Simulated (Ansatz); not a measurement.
# C₂H₅GeNO: single-point calculation

- system: C₂H₅GeNO, SMILES N=[C]1[CH2][GeH]1[OH]
- method: RKS r2SCAN-D4/def2-TZVPP (Ansatz 0.2.0)

The geometry comes from this level: PBE0-D4/def2-TZVP. Figures and captions count atoms from 1; the log counts them from 0 in places.

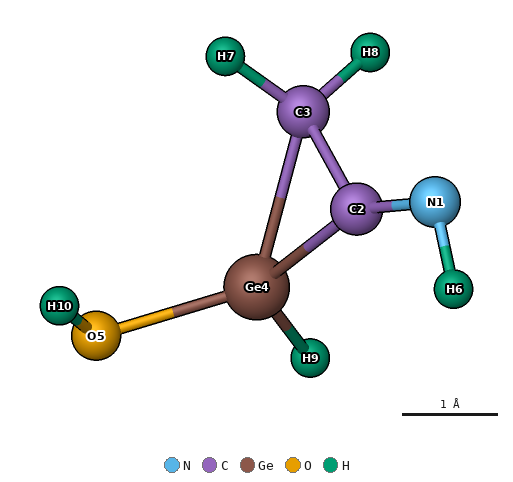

Fig. 1: The structure (ball-and-stick view, seen at a tilt; atoms are numbered from 1 in the order of the input). Sticks mark near contacts.

**Results in brief**

```json
{"quantity": "outcome", "value": "converged"}
{"quantity": "total energy", "value": "−62208.1070 eV"}
{"quantity": "mean-field energy", "value": "−62208.0577 eV"}
{"quantity": "dispersion energy", "value": "−0.0493 eV"}
{"quantity": "SCF solution under orbital rotations", "value": "stable"}
{"quantity": "HOMO", "value": "−5.43 eV"}
{"quantity": "LUMO", "value": "−2.01 eV"}
{"quantity": "largest force (length of the vector)", "value": "0.294 eV/Å"}
{"quantity": "dipole moment", "value": "0.66 D"}
{"quantity": "hardware", "value": "4 threads of Arm Neoverse V2, 23 GiB of memory available, shared host"}
{"quantity": "wall time", "value": "3.7 s (CPU time 13 s)"}
{"quantity": "peak memory", "value": "0.33 GiB"}
```

**The input**
```yaml
crystal:
  periodic: [false, false, false]
  atoms:
    - {symbol: N, position_ang: [-0.985775, -0.603276, 1.901101]}
    - {symbol: C, position_ang: [-0.444232, -0.344429, 0.801399]}
    - {symbol: C, position_ang: [0.630895, -1.033772, 0.004881]}
    - {symbol: Ge, position_ang: [-0.240662, 0.435476, -0.969927]}
    - {symbol: O, position_ang: [0.688502, 1.911592, -1.301704]}
    - {symbol: H, position_ang: [-1.729207, 0.060387, 2.119492]}
    - {symbol: H, position_ang: [1.641980, -0.801644, 0.344988]}
    - {symbol: H, position_ang: [0.503135, -2.094656, -0.206800]}
    - {symbol: H, position_ang: [-1.189907, 0.225026, -2.144880]}
    - {symbol: H, position_ang: [1.208370, 2.194193, -0.545451]}
basis:
  gaussian: {orbitals: def2-TZVPP}
hamiltonian: {xc: r2scan, dispersion: d4}
output: {forces: true, orbitals: {seedname: orbitals}}
```

Command:
```bash
ansatz run in.yaml --threads 4 --pin off --events-out ev --progress --plain --max-ram 10444MiB
```

**What the program printed**
```
Functional definition: r2SCAN
  name "r2SCAN"
  cite "Furness, Kaplan, Ning, Perdew & Sun, J. Phys. Chem. Lett. 11, 8208 (2020) doi:10.1021/acs.jpclett.0c02405"
  cite "Furness, Kaplan, Ning, Perdew & Sun, J. Phys. Chem. Lett. 11, 9248 (2020) doi:10.1021/acs.jpclett.0c03077"
  parent r2scan
  parameter k0 = 0.174
  parameter k1 = 0.065
  parameter a1 = 4.9479
  exchange = r2scan_x(k0 = k0, k1 = k1, a1 = a1)
  correlation = r2scan_c
1319 factors; their error is unknown
mean field evaluation 1: about -62191.6485 eV, gradient 9.1e1 eV
mean field evaluation 2: about -62136.2544 eV, gradient 1.7e2 eV
mean field evaluation 4: about -62206.5331 eV, gradient 2.7e1 eV
mean field evaluation 8: about -62208.0769 eV, gradient 4.0e-1 eV
mean field evaluation 16: about -62208.0577 eV, gradient 5.3e-4 eV
mean field -62208.05771039 eV, -2286.1039547210 hartree, gradient 2.6e-5 eV, S^2 0.000000; 0 other end points of the search recorded, 0 dependent functions left out
the calculation of the forces begins
reference -62208.05772163 eV, -2286.1039551338 hartree; 32, 32 occupied and 210, 210 virtual orbitals, 1319 factors
Total energy: -62208.10702651 eV, -2286.1057670548 hartree
Atom 0 at    -0.985775    -0.603276     1.901101 Å, force    -0.096112    -0.113007     0.254178 eV/Å
Atom 1 at    -0.444232    -0.344429     0.801399 Å, force     0.088755     0.054744    -0.148077 eV/Å
Atom 2 at     0.630895    -1.033772     0.004881 Å, force     0.062876    -0.083488     0.002894 eV/Å
Atom 3 at    -0.240662     0.435476    -0.969927 Å, force    -0.172916     0.048803    -0.056006 eV/Å
Atom 4 at     0.688502     1.911592    -1.301704 Å, force     0.072735     0.091574    -0.117919 eV/Å
Atom 5 at    -1.729207     0.060387     2.119492 Å, force    -0.031206     0.020759     0.017104 eV/Å
Atom 6 at     1.641980    -0.801644     0.344988 Å, force    -0.002020    -0.004690    -0.008484 eV/Å
Atom 7 at     0.503135    -2.094656    -0.206800 Å, force     0.013150    -0.008606     0.016582 eV/Å
Atom 8 at    -1.189907     0.225026    -2.144880 Å, force     0.049155    -0.005489    -0.006709 eV/Å
Atom 9 at     1.208370     2.194193    -0.545451 Å, force     0.015583    -0.000599     0.046436 eV/Å
Dipole moment:     0.028790     0.118414    -0.062911 e Å
```

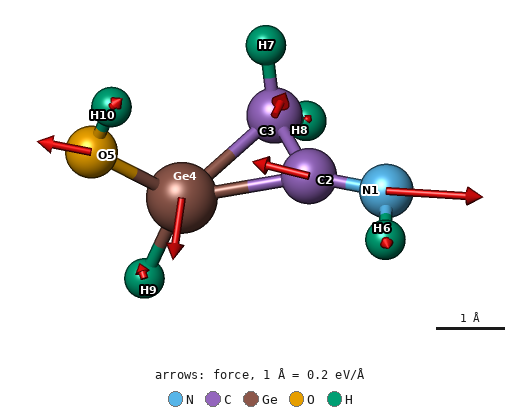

Fig. 2: Forces on the atoms as red arrows (ball-and-stick view, seen at a tilt; atoms are numbered from 1 in the order of the input); the smallest are left out. The largest act on N1 (0.29 eV/Å); Ge4 (0.19 eV/Å); C2 (0.18 eV/Å); O5 (0.17 eV/Å), among others. The geometry is not a stationary point of this energy.

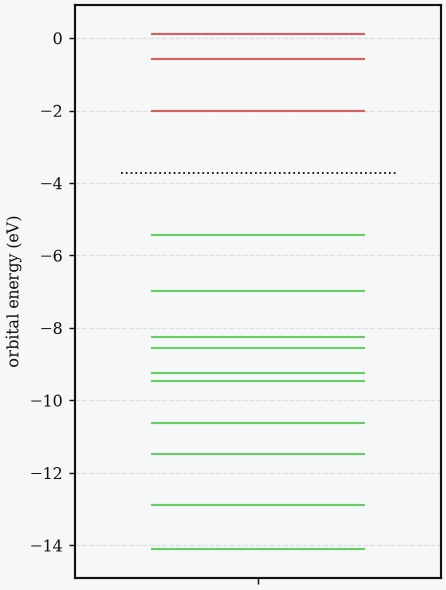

Fig. 3: Orbital energies near the frontier; the dotted line parts filled from empty levels, and levels within 0.02 eV of each other stand side by side. Highest filled −5.43 eV, lowest empty −2.01 eV, 3.42 eV apart.

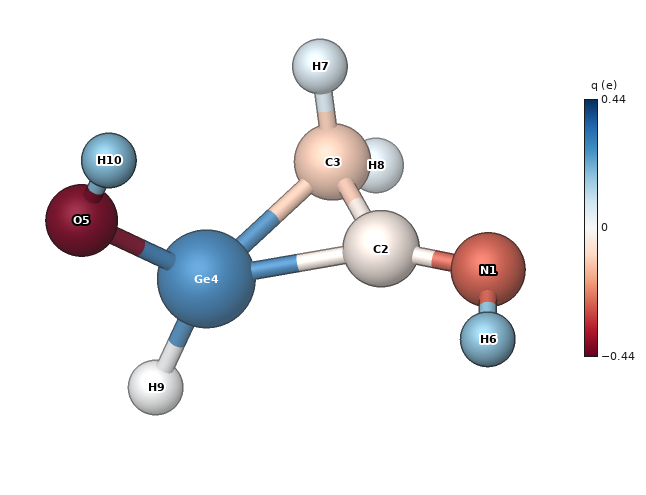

Fig. 4: Mulliken charges, as the colour of each atom (ball-and-stick view, seen at a tilt; atoms are numbered from 1 in the order of the input). By element: N −0.27, C −0.13 to −0.04, Ge +0.31, O −0.42 and H +0.01 to +0.19 e.
